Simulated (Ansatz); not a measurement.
# AlClH2···H2O···NH3: what the fields show

```tsv
atom	x (Å)	y (Å)	z (Å)
Al	-1.4228	-0.6735	-1.9383
Cl	0.7591	-0.4375	-2.1180
H	-1.9164	-2.1072	-1.5135
H	-2.3067	0.5298	-2.4296
H	-0.1466	0.2407	1.1018
O	-1.1128	0.1383	1.0912
H	1.8000	0.4751	0.1174
N	2.0973	0.8082	1.0346
H	-1.2706	-0.6539	1.6253
H	1.5357	1.6138	1.3060
H	1.9838	0.0660	1.7229
```

Not at a stationary point (largest force 1.0 eV/Å).

Level of theory: RKS B3LYP-D4/def2-SVP (Ansatz 0.2.0).

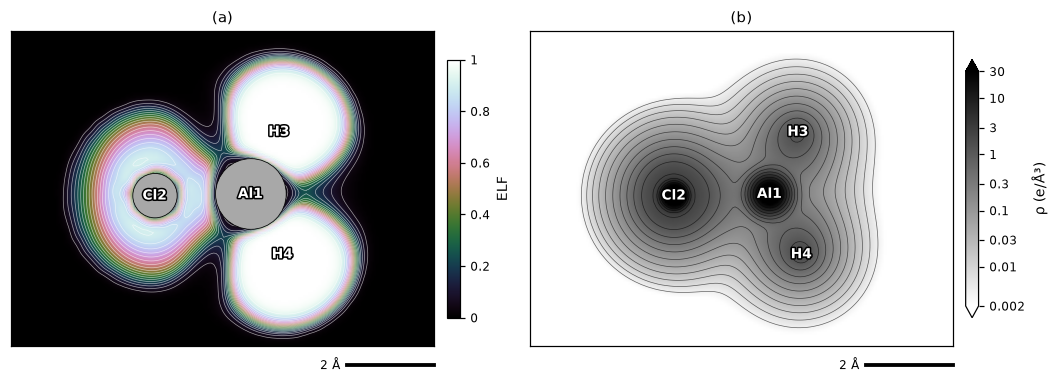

Figure 1. (a) ELF; (b) total electron density on the plane of atoms Cl2, Al1 and H4. Grey discs cover the atomic cores in the ELF map.

**Describe what can be read from this map.**

The plane passes through Al, Cl and H nuclei.
Al–Cl (2.20 Å): ρ is about 0.59 e/Å³ halfway; the ELF peaks at about 0.90 in the valence shell of Cl, 0.9 Å from its nucleus, and is about 0.85 at the midpoint.
Al–H (1.57 Å): ρ at the midpoint is about 0.55 e/Å³; the ELF climbs to about 1 towards the hydrogen.
The ELF also peaks beside Cl2, away from the bonds: lone-pair regions.

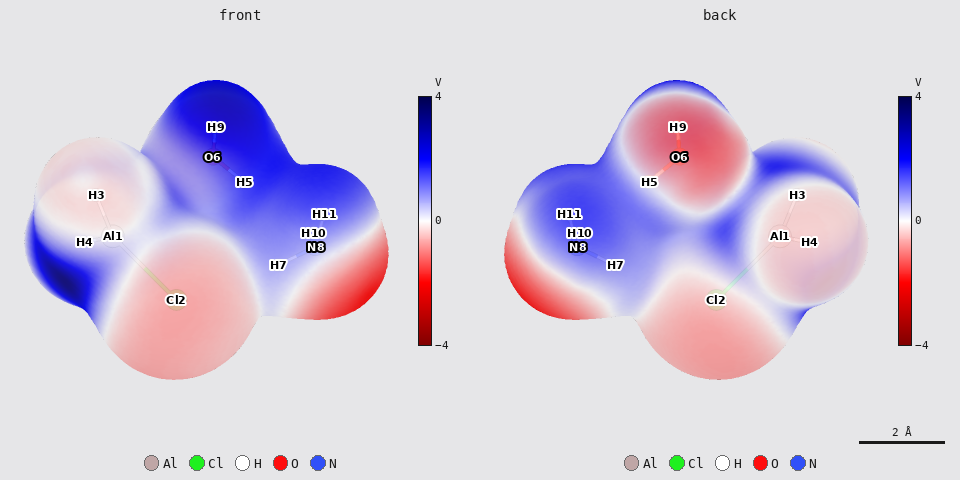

Figure 2. The electrostatic potential painted on the density surface at 0.002 e/bohr³, seen from the front and from behind; red is negative and blue positive.

**Where is the surface potential most negative and most positive?**

The most negative region (about −1.8 V) lies over N8, the most positive (about +3.2 V) over Al1. N8 is the likeliest acceptor of a hydrogen bond.

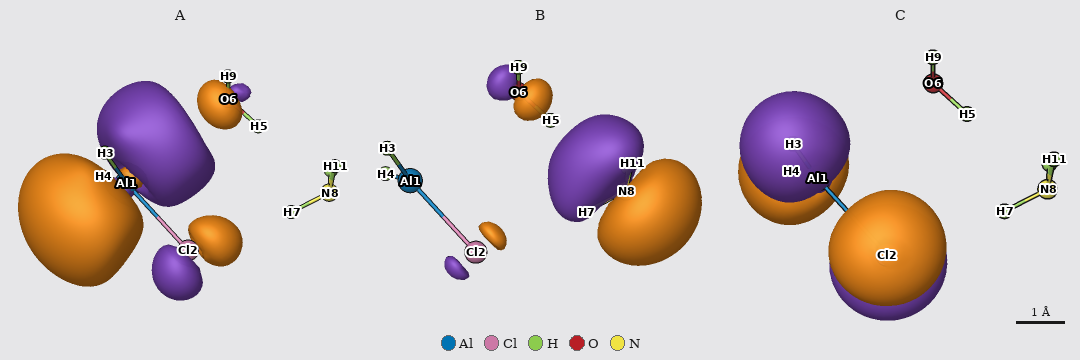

Figure 3. Three frontier orbitals at ±0.08 Å⁻³ᐟ² (orange and purple are the two phases), in no order.

**Which picture is the HOMO−1, the HOMO and the LUMO?**

C is the HOMO−1 (−8.10 eV). Its weight (Hirshfeld) is mainly on Cl2 (about 55 %), Al1 (about 15 %), H3 (about 15 %) and H4 (about 15 %). B is the HOMO (−7.28 eV). Its weight (Hirshfeld) is mainly on N8 (about 80 %); largely a lone pair of N8. A is the LUMO (−1.36 eV). It lies mainly on Al1 (about 70 %) and Cl2 (about 10 %).

**What is the HOMO–LUMO gap?**

5.92 eV between the orbital energies.
